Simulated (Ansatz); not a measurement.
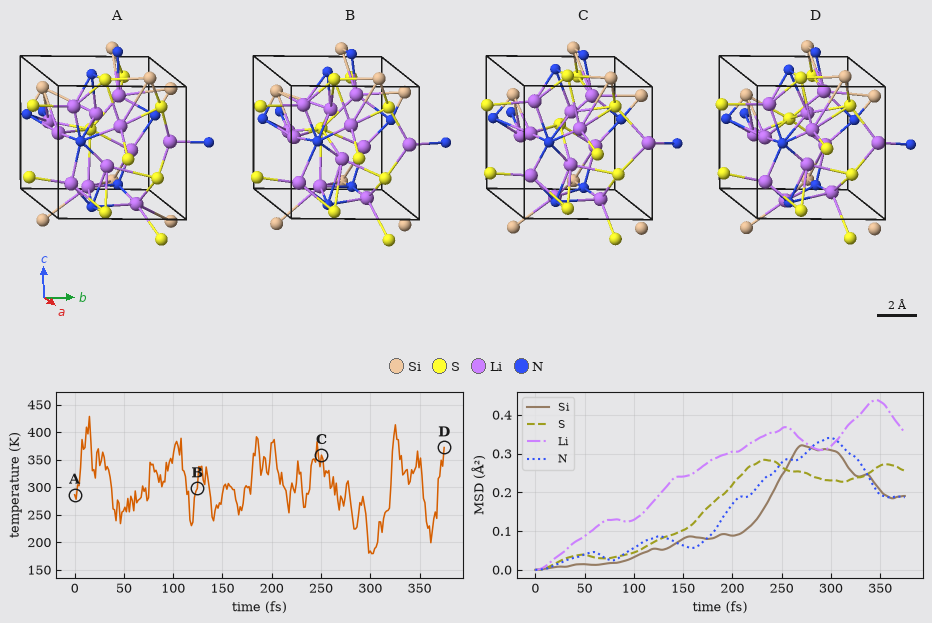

Molecular dynamics of an amorphous cell of composition Li$_{6}$SiS$_{2}$N$_{2}$ (22 atoms in the cell), 375 fs long. It starts from the last geometry of an earlier run, with fresh velocities. Frames (A at 0 fs, B at 124 fs, C at 250 fs, D at 375 fs) and the history of the run. Style: ball-and-stick. Shown: the simulation cell, slightly off an axis. Bonds to atoms that aren't drawn are left out.

Computed with DFT PBE+D3(BJ), scalar-relativistic, plane waves, PAW in Ansatz. Settings: plane-wave cutoff 420 eV; k-point mesh 1 × 1 × 1; Fermi-Dirac smearing 0.05 eV; set temperature 300 K; time step 1.5 fs.

Input
```yaml
crystal:
  lattice:
    - [7.057594, 0.230022, -0.012787]
    - [0.230022, 6.822669, -0.207097]
    - [-0.012787, -0.207097, 7.075294]
  atoms:
    - { symbol: Si, position: [0.335022648, 0.0752773562, 0.8377553509] }
    - { symbol: Si, position: [0.0830588898, 0.6921433151, 0.0828802468] }
    - { symbol: S, position: [0.9625659005, 0.3798620334, 0.0405048457] }
    - { symbol: S, position: [0.8235996154, 0.8269087297, 0.2704766207] }
    - { symbol: S, position: [0.9528816382, 0.8187237012, 0.8388299098] }
    - { symbol: S, position: [0.3463016649, 0.4438211456, 0.5287713208] }
    - { symbol: Li, position: [0.6104014212, 0.4107802527, 0.7051212666] }
    - { symbol: Li, position: [0.9784089172, 0.4922791737, 0.6943562309] }
    - { symbol: Li, position: [0.6037139209, 0.7269398437, 0.0260151648] }
    - { symbol: Li, position: [0.1171609391, 0.1849218077, 0.5332405783] }
    - { symbol: Li, position: [0.7976347027, 0.1612453451, 0.218076776] }
    - { symbol: Li, position: [0.4421399798, 0.3984578207, 0.1171005735] }
    - { symbol: Li, position: [0.8266277972, 0.9240484208, 0.5484027561] }
    - { symbol: Li, position: [0.5445227716, 0.1370906995, 0.5427935848] }
    - { symbol: Li, position: [0.8338211152, 0.170360403, 0.8076135027] }
    - { symbol: Li, position: [0.2874419907, 0.6836149871, 0.7710085487] }
    - { symbol: Li, position: [0.8073685514, 0.4390430463, 0.3546333363] }
    - { symbol: Li, position: [0.3644886457, 0.7569068422, 0.3768771137] }
    - { symbol: "N", position: [0.3797981673, 0.9390143899, 0.6455605867] }
    - { symbol: "N", position: [0.809992421, 0.2319387664, 0.5411200595] }
    - { symbol: "N", position: [0.7347425225, 0.3400106432, 0.0305593401] }
    - { symbol: "N", position: [0.3209336804, 0.665535749, 0.1080738895] }
  symmetry: { detect: false }
basis:
  ecutwfc: 420
  xc_grid: 1
kpoints:
  mp_grid: { grid: [1, 1, 1], shift: [0.25, 0.25, 0.25] }
hamiltonian:
  xc: pbe
  dispersion: d3bj
scf:
  occupations: { method: fermi_dirac, width: 0.05 }
  lower_state_search: "off"
  convergence: { dr2_threshold: 1.0e-05 }
output:
  forces: true
  stress: true
md:
  timestep: 1.5
  n_steps: 250
  ensemble: nvt_langevin
  friction: 0.03
  temperature: 300.0
  initial_velocities: maxwell_boltzmann
  seed: 10866
```

Run as
```bash
ansatz run input.yaml --threads 2 --pin off --max-ram 5120MiB --backend cpu --events-out ev --progress --plain --runs-dir out
```

What happens in this trajectory?

Answer. Root-mean-square distances from the starting positions over the second half, with the common drift of all atoms taken out: Li 0.60 Å, S 0.50 Å, N 0.50 Å, Si 0.47 Å. Against the typical shortest distance between atoms in the first frame, about 2.0 Å these are large excursions, but over 375 fs one can't yet tell strong vibration from the start of diffusion. Over the second half the temperature averages 299 K (spread ±53 K). The potential energy in the second half lies on average 69.9 meV per atom below the first frame. The first frame is far from relaxed (forces up to 2.3 eV/Å), so much of the motion is the structure settling. The mean pressure there is −4.3 GPa.

Limits of the set-up: the periodic images lie only 6.8 Å apart, so the values are limited by the cell's size.
